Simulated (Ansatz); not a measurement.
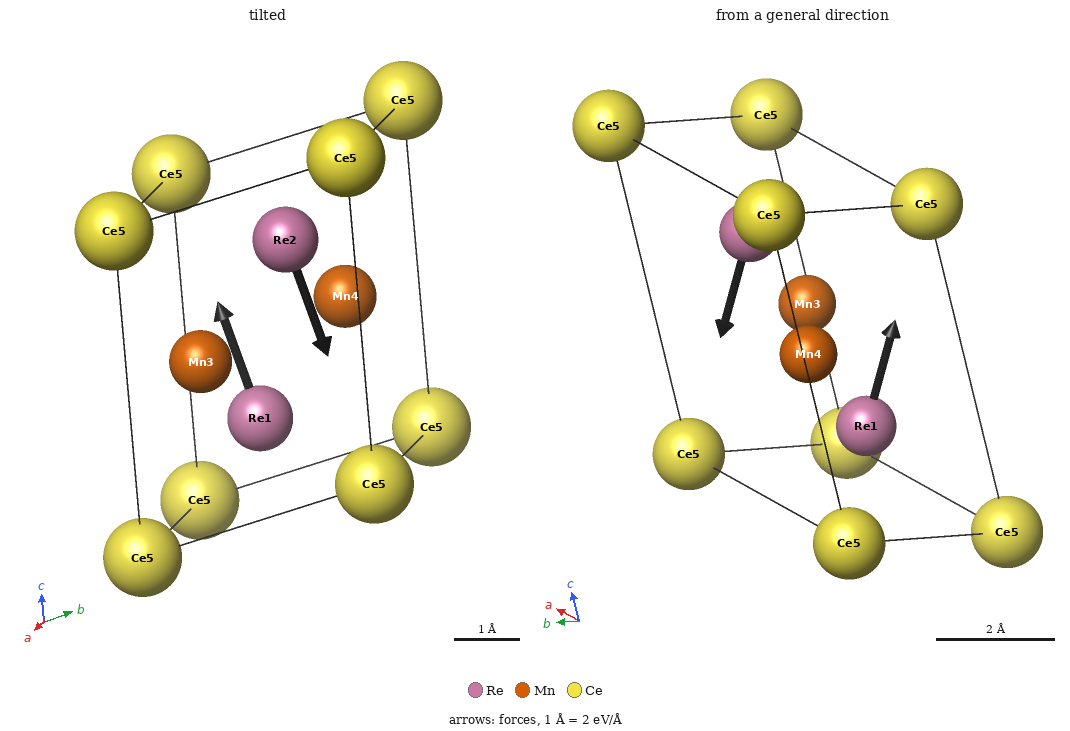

Shown here is a spheres-only view of the crystal, taken slightly off an axis and from a general direction. Lines trace the edges of the simulation cell. The arrows are the computed forces on the atoms.

System: CeMn2Re2. Run with DFT, PAW plane waves, r2SCAN (Ansatz) and these settings: a plane-wave cutoff of 500 eV, the zone sampled with 6×6×6 points, Fermi-Dirac smearing of 0.1 eV, no spin polarisation (a spin-restricted run, not always the ground state).

Has this structure been optimised to equilibrium?

No. The atoms still feel forces of up to about 3 eV/Å, far above a usual threshold of 0.01 to 0.03 eV/Å.

Name the atom under the greatest force.

Re1 and Re2, about 3 eV/Å.

The model is a generated cell, made by putting these elements into a known structure type (the compound may or may not exist in this form); its atoms and cell weren't optimised. Ansatz was used for an electronic-structure calculation on it.
